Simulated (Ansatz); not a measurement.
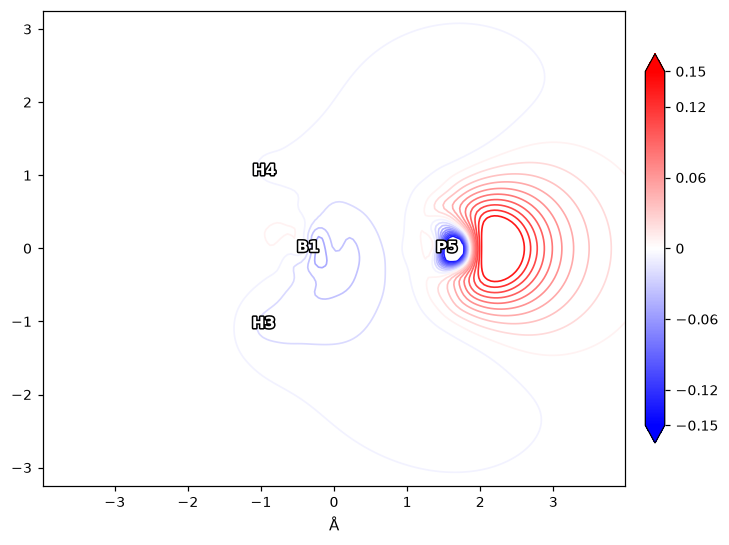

Figure 1: BH$_{4}$P···H$_{2}$. The LUMO on the plane of atoms H3, B1 and P5 (values in Å⁻³ᐟ²; the overall sign is arbitrary).

Not at a stationary point (largest force 1.8 eV/Å).

The calculation used RKS r2SCAN-D4/def2-SVP (Ansatz 0.2.0).

```xyz
8

B     0.1178   -0.5837   -0.1584
H    -0.1664    0.5630    1.9212
H     1.1233    0.0740   -0.2493
H    -0.9476   -0.1238   -0.4822
P     0.2001   -2.3452    0.5525
H    -0.7162   -3.0268   -0.2937
H     1.4102   -2.8271   -0.0171
H    -0.1243   -0.1529    1.9692
```

> What is the character of this orbital?

By Hirshfeld shares it lies mainly on B1 (about 55 %), P5 (about 15 %), H4 (about 5 %) and H3 (about 5 %). Its energy is −2.03 eV.
